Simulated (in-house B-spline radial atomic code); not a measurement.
# Ba⁵⁺: excited configurations

Wanted: excitation energies of Ba⁵⁺ as differences of total energies (ΔSCF).

The numbers are computed with in-house B-spline radial atomic code version 1 (scalar-relativistic (spin-free one-electron X2C) B97-1, spin-polarised, spherical density, exact exchange averaged over the configuration, Fermi nucleus, basis-set limit), except any that are marked as measured or tabulated.

## 1. What is computed

- element: barium (Z = 56)
- charge: +5
- electrons: 51
- configuration: [Kr] 4d10 5s2 5p3
- Hamiltonian: scalar-relativistic (X2C)
- nucleus: Fermi, rms radius 4.838 fm

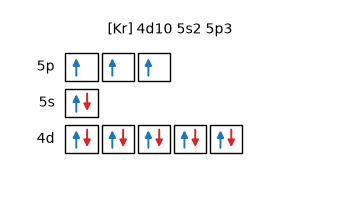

Outer shells as boxes.

Where spins are not typed, each open shell is filled with up spins first.

Settings of the run:

```ini
Z = 56
electrons = 51.0
configuration = [Kr] 4d10 5s2 5p3
hamiltonian = x2c
method = b97_1
spin_polarised = True
nucleus = fermi
rms_radius = 4.8378
mass_number = 138
atomic_mass = 137.905247059
speed_of_light = 137.035999084
exact_exchange = averaged over the configuration
```

The reference is known from an earlier run: -8128.799962 hartree in all. Up to eight levels, counted from the top:

```
orbital  occupation  energy (eV)  <r> (bohr)
4s down           1      -305.08      0.6731
  4p up           3      -241.48      0.7138
4p down           3      -240.95      0.7137
  4d up           5      -147.22      0.7968
4d down           5      -146.66      0.7928
  5s up           1      -86.838       1.549
5s down           1      -82.473       1.557
  5p up           3      -69.043       1.721
```

## 2. Configuration [Ar] 3d10 4s2 4p5 4d10 5s2 5p3 6p1

Settings: those of step 1 with these lines changed.

```diff
@@ -2,3 +2,3 @@
 electrons = 51.0
-configuration = [Kr] 4d10 5s2 5p3
+configuration = [Ar] 3d10 4s2 4p5 4d10 5s2 5p3 6p1
 hamiltonian = x2c
```

Command:

```sh
$ python run_scf.py task.json out
```

One command runs all members of the session, one after another, from task.json.

Results of the run (chosen fields of its result record, rounded):

```text
{
  "status": "converged",
  "scf [iteration, energy, orbital gradient]": [
    [1, -8098.3088359, 0.897],
    [2, -8113.96141277, 0.594],
    [3, -8120.489734, 0.15],
    [4, -8120.92788697, 0.0467],
    [5, -8120.95179417, 0.0198],
    [6, -8120.95869192, 0.00278],
    [7, -8120.95873999, 0.000253],
    [8, -8120.95874048, 2.08e-05],
    [9, -8120.95874049, 1.82e-06],
    [10, -8120.95874049, 1.4e-07]
  ],
  "energy [hartree]": {"total": -8120.95874049, "kinetic": 8671.27307818, "nuclear": -19622.6544443, "coulomb": 3027.28652123, "exact_exchange": -40.5645518627, "xc": -156.299343781},
  "orbitals [hartree, bohr; first row names the columns]": [
    ["name", "occ", "eps", "<r>"],
    ["1s up", 1.0, -1372.5405, 0.024939],
    ["1s down", 1.0, -1372.5107, 0.024939],
    ["2s up", 1.0, -220.198, 0.10915],
    ["2s down", 1.0, -220.17972, 0.10915],
    ["2p up", 3.0, -197.90253, 0.095856],
    ["2p down", 3.0, -197.87184, 0.095861],
    ["3s up", 1.0, -49.04051, 0.29136],
    ["3s down", 1.0, -49.008883, 0.2913],
    ["3p up", 3.0, -41.83687, 0.28927],
    ["3p down", 3.0, -41.797284, 0.28933],
    ["3d up", 5.0, -31.28535, 0.26623],
    ["3d down", 5.0, -31.255609, 0.26614],
    ["4s up", 1.0, -11.886825, 0.6684],
    ["4s down", 1.0, -11.765289, 0.66909],
    ["4p up", 3.0, -9.5120895, 0.70689],
    ["4p down", 2.0, -9.4243953, 0.70753],
    ["4d up", 5.0, -6.0091382, 0.78102],
    ["4d down", 5.0, -5.922025, 0.7795],
    ["5s up", 1.0, -3.5038912, 1.4954],
    ["5s down", 1.0, -3.3188952, 1.5048],
    ["5p up", 3.0, -2.8067061, 1.649],
    ["6p up", 1.0, -1.2649843, 3.3137]
  ],
  "sum_r [bohr^k]": {"-1": 357.9896, "1": 29.76047, "2": 38.86787},
  "energy_minus_base [hartree]": 7.84122145
}
```

Wall time 0.47 s (1 thread, shared host).

energy_minus_base is the energy less that of the reference run.

## 3. Run with [Ar] 3d10 4s2 4p5 4d10 5s2 5p3 6d1

Settings: those of step 2 with these lines changed.

```diff
@@ -2,3 +2,3 @@
 electrons = 51.0
-configuration = [Ar] 3d10 4s2 4p5 4d10 5s2 5p3 6p1
+configuration = [Ar] 3d10 4s2 4p5 4d10 5s2 5p3 6d1
 hamiltonian = x2c
```

Results of the run:

```text
{
  "status": "converged",
  "scf [iteration, energy, orbital gradient]": [
    [1, -8098.06787972, 0.899],
    [2, -8113.74591961, 0.593],
    [3, -8120.19384278, 0.15],
    [4, -8120.62050459, 0.0494],
    [5, -8120.64461238, 0.0199],
    [6, -8120.65129492, 0.00281],
    [7, -8120.65134324, 0.000224],
    [8, -8120.65134364, 1.79e-05],
    [9, -8120.65134365, 1.12e-05],
    [10, -8120.65134365, 1.88e-06],
    [11, -8120.65134365, 2.1e-08]
  ],
  "energy [hartree]": {"total": -8120.65134365, "kinetic": 8670.93415157, "nuclear": -19619.5137788, "coulomb": 3024.76599764, "exact_exchange": -40.5611210141, "xc": -156.276593074},
  "orbitals [hartree, bohr; first row names the columns]": [
    ["name", "occ", "eps", "<r>"],
    ["1s up", 1.0, -1372.5951, 0.024939],
    ["1s down", 1.0, -1372.5662, 0.024939],
    ["2s up", 1.0, -220.24889, 0.10915],
    ["2s down", 1.0, -220.23021, 0.10915],
    ["2p up", 3.0, -197.95351, 0.095856],
    ["2p down", 3.0, -197.92292, 0.09586],
    ["3s up", 1.0, -49.090786, 0.29136],
    ["3s down", 1.0, -49.059497, 0.2913],
    ["3p up", 3.0, -41.887038, 0.28927],
    ["3p down", 3.0, -41.847944, 0.28932],
    ["3d up", 5.0, -31.335764, 0.26623],
    ["3d down", 5.0, -31.305916, 0.26614],
    ["4s up", 1.0, -11.936412, 0.66836],
    ["4s down", 1.0, -11.815344, 0.66908],
    ["4p up", 3.0, -9.561377, 0.70682],
    ["4p down", 2.0, -9.4743969, 0.7075],
    ["4d up", 5.0, -6.0583845, 0.78078],
    ["4d down", 5.0, -5.9717882, 0.77941],
    ["5s up", 1.0, -3.5492497, 1.4944],
    ["5s down", 1.0, -3.3651723, 1.5033],
    ["5p up", 3.0, -2.8510803, 1.6447],
    ["6d up", 1.0, -0.971622, 4.0196]
  ],
  "sum_r [bohr^k]": {"-1": 357.9336, "1": 30.44877, "2": 44.58276},
  "energy_minus_base [hartree]": 8.14861829
}
```

Wall time 0.69 s (1 thread, shared host).

## 4. Run with [Kr] 4d10 5s1 5p3 5d1

Settings: those of step 3 with these lines changed.

```diff
@@ -2,3 +2,3 @@
 electrons = 51.0
-configuration = [Ar] 3d10 4s2 4p5 4d10 5s2 5p3 6d1
+configuration = [Kr] 4d10 5s1 5p3 5d1
 hamiltonian = x2c
```

Results of the run:

```text
{
  "status": "converged",
  "scf [iteration, energy, orbital gradient]": [
    [1, -8107.66612866, 0.84],
    [2, -8120.70487742, 0.576],
    [3, -8127.02251982, 0.153],
    [4, -8127.42703283, 0.0423],
    [5, -8127.44823928, 0.0185],
    [6, -8127.45442324, 0.00289],
    [7, -8127.45447254, 0.000156],
    [8, -8127.4544727, 1.91e-05],
    [9, -8127.4544727, 6.77e-07],
    [10, -8127.4544727, 6.15e-08]
  ],
  "energy [hartree]": {"total": -8127.4544727, "kinetic": 8677.77346074, "nuclear": -19662.2018164, "coulomb": 3055.08054735, "exact_exchange": -41.0144711996, "xc": -157.092193156},
  "orbitals [hartree, bohr; first row names the columns]": [
    ["name", "occ", "eps", "<r>"],
    ["1s up", 1.0, -1371.8119, 0.024939],
    ["1s down", 1.0, -1371.797, 0.024939],
    ["2s up", 1.0, -219.52445, 0.10916],
    ["2s down", 1.0, -219.5121, 0.10916],
    ["2p up", 3.0, -197.21885, 0.095865],
    ["2p down", 3.0, -197.20436, 0.095866],
    ["3s up", 1.0, -48.406964, 0.29146],
    ["3s down", 1.0, -48.390372, 0.29145],
    ["3p up", 3.0, -41.20147, 0.2894],
    ["3p down", 3.0, -41.184421, 0.28939],
    ["3d up", 5.0, -30.647924, 0.2664],
    ["3d down", 5.0, -30.633702, 0.26637],
    ["4s up", 1.0, -11.360405, 0.67272],
    ["4s down", 1.0, -11.324405, 0.67311],
    ["4p up", 3.0, -9.0042924, 0.71339],
    ["4p down", 3.0, -8.9705923, 0.71282],
    ["4d up", 5.0, -5.5383071, 0.79564],
    ["4d down", 5.0, -5.5019684, 0.79025],
    ["5s up", 1.0, -3.294276, 1.5403],
    ["5p up", 3.0, -2.6346413, 1.7057],
    ["5d up", 1.0, -1.7426748, 2.0989]
  ],
  "sum_r [bohr^k]": {"-1": 358.6909, "1": 28.1367, "2": 30.81361},
  "energy_minus_base [hartree]": 1.34548924
}
```

It took 0.39 s on 1 thread, shared host.

## 5. Configuration [Kr] 4d9 4f1 5s2 5p3

Settings: those of step 4 with these lines changed.

```diff
@@ -2,3 +2,3 @@
 electrons = 51.0
-configuration = [Kr] 4d10 5s1 5p3 5d1
+configuration = [Kr] 4d9 4f1 5s2 5p3
 hamiltonian = x2c
```

Results of the run:

```text
{
  "status": "converged",
  "scf [iteration, energy, orbital gradient]": [
    [1, -8103.68523618, 0.868],
    [2, -8117.13518005, 0.617],
    [3, -8124.88469664, 0.14],
    [4, -8125.33672012, 0.0453],
    [5, -8125.35486918, 0.0185],
    [6, -8125.36161857, 0.00362],
    [7, -8125.36177896, 0.000259],
    [8, -8125.36177966, 3.67e-05],
    [9, -8125.36177968, 8.25e-07],
    [10, -8125.36177968, 5.62e-08]
  ],
  "energy [hartree]": {"total": -8125.36177968, "kinetic": 8676.02427145, "nuclear": -19656.5454695, "coulomb": 3052.8574551, "exact_exchange": -40.7603149426, "xc": -156.937721807},
  "orbitals [hartree, bohr; first row names the columns]": [
    ["name", "occ", "eps", "<r>"],
    ["1s up", 1.0, -1371.9381, 0.02494],
    ["1s down", 1.0, -1371.9283, 0.02494],
    ["2s up", 1.0, -219.66578, 0.10915],
    ["2s down", 1.0, -219.64183, 0.10915],
    ["2p up", 3.0, -197.36241, 0.095859],
    ["2p down", 3.0, -197.33723, 0.095856],
    ["3s up", 1.0, -48.468801, 0.29138],
    ["3s down", 1.0, -48.439058, 0.29127],
    ["3p up", 3.0, -41.265383, 0.2893],
    ["3p down", 3.0, -41.231501, 0.28919],
    ["3d up", 5.0, -30.724814, 0.26622],
    ["3d down", 5.0, -30.687765, 0.26618],
    ["4s up", 1.0, -11.387089, 0.67154],
    ["4s down", 1.0, -11.28343, 0.67153],
    ["4p up", 3.0, -9.027164, 0.71162],
    ["4p down", 3.0, -8.9153339, 0.71152],
    ["4d up", 5.0, -5.5556219, 0.79153],
    ["4d down", 4.0, -5.455645, 0.78847],
    ["4f up", 1.0, -2.0058209, 1.0954],
    ["5s up", 1.0, -3.2375828, 1.5349],
    ["5s down", 1.0, -3.0452339, 1.5524],
    ["5p up", 3.0, -2.5726948, 1.7031]
  ],
  "sum_r [bohr^k]": {"-1": 358.5937, "1": 27.83957, "2": 29.20762},
  "energy_minus_base [hartree]": 3.43818226
}
```

It took 0.45 s on 1 thread, shared host.

## 6. Run with [Kr] 4d10 5s1 5p3 6p1

Settings: those of step 5 with these lines changed.

```diff
@@ -2,3 +2,3 @@
 electrons = 51.0
-configuration = [Kr] 4d9 4f1 5s2 5p3
+configuration = [Kr] 4d10 5s1 5p3 6p1
 hamiltonian = x2c
```

Results of the run:

```text
{
  "status": "converged",
  "scf [iteration, energy, orbital gradient]": [
    [1, -8106.76322985, 0.844],
    [2, -8120.39159082, 0.575],
    [3, -8126.49247005, 0.149],
    [4, -8126.8722957, 0.0432],
    [5, -8126.89172172, 0.0186],
    [6, -8126.89751824, 0.00271],
    [7, -8126.89756549, 0.00023],
    [8, -8126.89756585, 2.38e-05],
    [9, -8126.89756585, 1.61e-06],
    [10, -8126.89756585, 1.58e-07]
  ],
  "energy [hartree]": {"total": -8126.89756585, "kinetic": 8677.28872098, "nuclear": -19653.4529612, "coulomb": 3047.1497401, "exact_exchange": -40.9790085304, "xc": -156.904057216},
  "orbitals [hartree, bohr; first row names the columns]": [
    ["name", "occ", "eps", "<r>"],
    ["1s up", 1.0, -1371.9717, 0.02494],
    ["1s down", 1.0, -1371.9554, 0.024939],
    ["2s up", 1.0, -219.68994, 0.10916],
    ["2s down", 1.0, -219.67954, 0.10916],
    ["2p up", 3.0, -197.38438, 0.095865],
    ["2p down", 3.0, -197.37092, 0.095867],
    ["3s up", 1.0, -48.569394, 0.29144],
    ["3s down", 1.0, -48.552984, 0.29144],
    ["3p up", 3.0, -41.363973, 0.28939],
    ["3p down", 3.0, -41.347036, 0.28938],
    ["3d up", 5.0, -30.810357, 0.26638],
    ["3d down", 5.0, -30.797711, 0.26635],
    ["4s up", 1.0, -11.514527, 0.6726],
    ["4s down", 1.0, -11.480027, 0.67288],
    ["4p up", 3.0, -9.1578687, 0.71321],
    ["4p down", 3.0, -9.1252273, 0.71249],
    ["4d up", 5.0, -5.6898378, 0.79501],
    ["4d down", 5.0, -5.6550599, 0.78954],
    ["5s up", 1.0, -3.4140357, 1.523],
    ["5p up", 3.0, -2.7378472, 1.6824],
    ["6p up", 1.0, -1.2503489, 3.3508]
  ],
  "sum_r [bohr^k]": {"-1": 358.5348, "1": 29.29259, "2": 37.9515},
  "energy_minus_base [hartree]": 1.90239608
}
```

Wall time 0.51 s (1 thread, shared host).

## 7. Configuration [Ar] 3d9 4s2 4p6 4d10 5s2 5p3 5f1

Settings: those of step 6 with these lines changed.

```diff
@@ -2,3 +2,3 @@
 electrons = 51.0
-configuration = [Kr] 4d10 5s1 5p3 6p1
+configuration = [Ar] 3d9 4s2 4p6 4d10 5s2 5p3 5f1
 hamiltonian = x2c
```

Results of the run:

```text
{
  "status": "converged",
  "scf [iteration, energy, orbital gradient]": [
    [1, -8071.76015394, 0.998],
    [2, -8089.68503346, 0.774],
    [3, -8098.13834474, 0.179],
    [4, -8098.65686965, 0.0447],
    [5, -8098.67962678, 0.022],
    [6, -8098.68763623, 0.00206],
    [7, -8098.68766397, 0.000258],
    [8, -8098.68766465, 2.19e-05],
    [9, -8098.68766465, 1.23e-06],
    [10, -8098.68766465, 1.04e-07]
  ],
  "energy [hartree]": {"total": -8098.68766465, "kinetic": 8650.23299572, "nuclear": -19545.8276271, "coulomb": 2992.10975008, "exact_exchange": -40.0605316346, "xc": -155.142251673},
  "orbitals [hartree, bohr; first row names the columns]": [
    ["name", "occ", "eps", "<r>"],
    ["1s up", 1.0, -1373.9636, 0.02494],
    ["1s down", 1.0, -1373.9514, 0.02494],
    ["2s up", 1.0, -221.77766, 0.10913],
    ["2s down", 1.0, -221.65388, 0.1091],
    ["2p up", 3.0, -199.47332, 0.095844],
    ["2p down", 3.0, -199.36377, 0.095806],
    ["3s up", 1.0, -50.008064, 0.28967],
    ["3s down", 1.0, -49.859047, 0.28984],
    ["3p up", 3.0, -42.813286, 0.28717],
    ["3p down", 3.0, -42.646645, 0.28743],
    ["3d up", 5.0, -32.39107, 0.26332],
    ["3d down", 4.0, -32.236687, 0.2641],
    ["4s up", 1.0, -12.019594, 0.66171],
    ["4s down", 1.0, -11.974506, 0.66247],
    ["4p up", 3.0, -9.6246061, 0.69866],
    ["4p down", 3.0, -9.5788271, 0.69943],
    ["4d up", 5.0, -6.099915, 0.76749],
    ["4d down", 5.0, -6.0535319, 0.76551],
    ["5s up", 1.0, -3.4979681, 1.4926],
    ["5s down", 1.0, -3.321288, 1.4964],
    ["5p up", 3.0, -2.8034883, 1.6461],
    ["5f up", 1.0, -1.0111209, 3.0305]
  ],
  "sum_r [bohr^k]": {"-1": 356.6207, "1": 29.66064, "2": 37.2758},
  "energy_minus_base [hartree]": 30.1122973
}
```

It took 0.42 s on 1 thread, shared host.

## 8. All configurations in order

| net move | configuration | 2|M_S|+1 | energy above the reference (eV) | largest <r> (bohr) |
| --- | --- | --- | --- | --- |
| 5s → 5d | [Kr] 4d10 5s1 5p3 5d1 | 6 | 36.613 | 2.10 |
| 5s → 6p | [Kr] 4d10 5s1 5p3 6p1 | 6 | 51.767 | 3.35 |
| 4d → 4f | [Kr] 4d9 4f1 5s2 5p3 | 6 | 93.558 | 1.70 |
| 4p → 6p | [Ar] 3d10 4s2 4p5 4d10 5s2 5p3 6p1 | 6 | 213.37 | 3.31 |
| 4p → 6d | [Ar] 3d10 4s2 4p5 4d10 5s2 5p3 6d1 | 6 | 221.74 | 4.02 |
| 3d → 5f | [Ar] 3d9 4s2 4p6 4d10 5s2 5p3 5f1 | 6 | 819.40 | 3.03 |

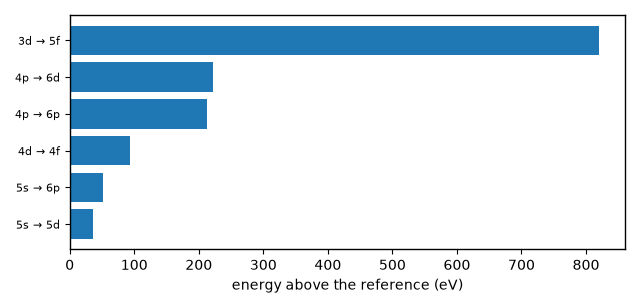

The configurations in order of energy, labelled by the net move of electrons.

**Reading.** The energies run from 36.613 eV (5s → 5d) to 819.40 eV (3d → 5f). 3 of them lie more than 60 % above minus the reference's highest level (69.043 eV), in the range where a state can decay by emitting an electron. The reference has 2|M_S|+1 = 4; 6 of the configurations differ from it in spin. These are spherical averages at the typed spins, not spectroscopic levels.
